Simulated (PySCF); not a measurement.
## A study: BF3, SMILES `FB(F)F`

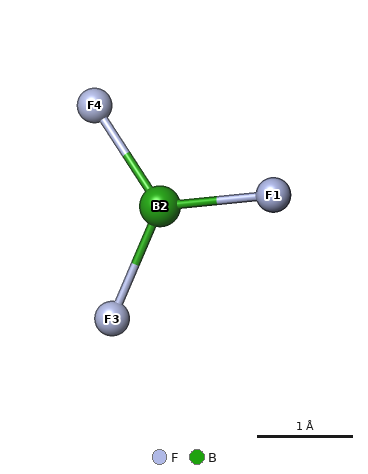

The molecule, with its atoms numbered as below. No frequency check shows the geometry to be a minimum.

Coordinates in Å:

```
F1      -1.2997   -0.0422    0.0000
B2       0.0000    0.0000    0.0000
F3       0.6133    1.1467    0.0000
F4       0.6864   -1.1045    0.0000
```

### 1. Bonding charge

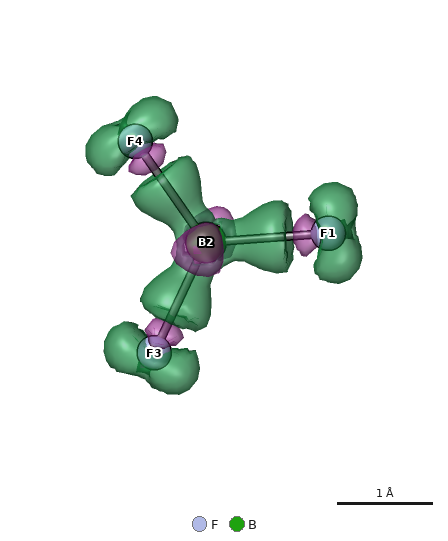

Deformation density (molecule less spherical, spin-averaged free atoms at the same positions), surfaces at ±0.14 e/Å³; green: gain, purple: loss.

Method: PBE/def2-SVP; geometry: GFN2-xTB; program: PySCF.

Describe the bonding that the map shows.

Answer. B2–F3, B2–F4 and F1–B2: +0.29 e/Å³ at the bond critical point (bond length 1.30 Å, Mayer order 1.4). In all, 0.7 electrons gather in the regions of gain relative to the promolecule.

Where do the Hirshfeld charges lie?

Answer. The highest Hirshfeld charge is on B2 (+0.33 e), the lowest on F1, F3 and F4 (−0.11 e).

```json
{"atom": "F1", "charge (e)": "−0.11"}
{"atom": "B2", "charge (e)": "+0.33"}
{"atom": "F3", "charge (e)": "−0.11"}
{"atom": "F4", "charge (e)": "−0.11"}
```

### 2. Local ionisation energy

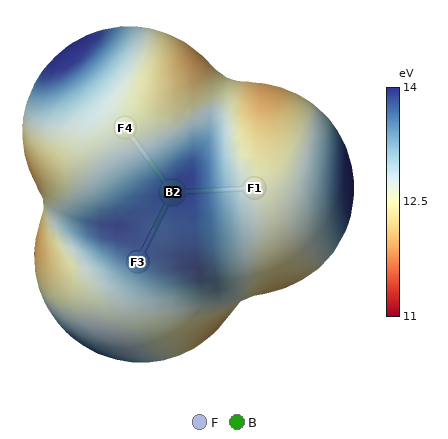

Average local ionisation energy on the surface of electron density 0.001 a.u.

Locate the minima of the map.

Answer. The lowest value is 11.9 eV, 1.6 Å from F1, and at like points elsewhere. For comparison, the highest occupied orbital lies at −9.6 eV.

### 3. Stretching a bond

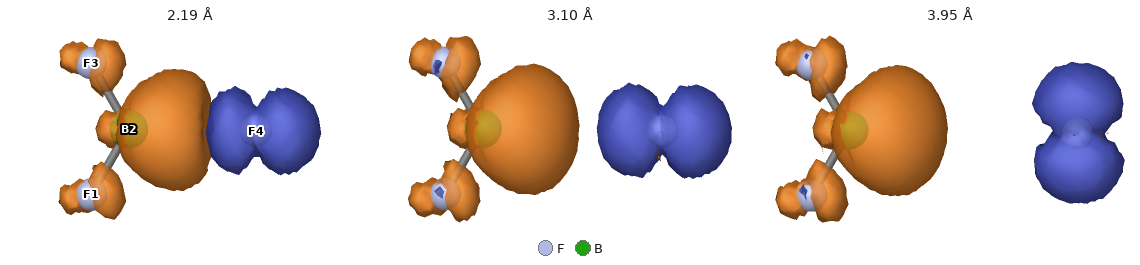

Rigid stretch of the B2–F4 bond. Broken-symmetry UHF spin density at ±0.03 e/Å³ (orange: α, blue: β).

Computed with PySCF, cc-pVDZ basis, geometry: GFN2-xTB.

How does the broken-symmetry solution share the spin, and how far is it from a pure singlet?

Answer. At 3.95 Å excess α spin lies mostly on B2 and excess β on F4; the two could be swapped at no cost. ⟨S²⟩ is 0.58 at 2.19 Å, 0.98 at 3.10 Å and 1.00 at 3.95 Å, against 0 for a pure singlet and 1 for an equal mix of singlet and triplet.

Where does the UHF solution part from RHF?

Answer. Between 1.90 Å (⟨S²⟩ = 0, the two coincide) and 2.19 Å (⟨S²⟩ = 0.58); at 3.95 Å ⟨S²⟩ is 1.00 and UHF lies 5.5 eV below RHF.
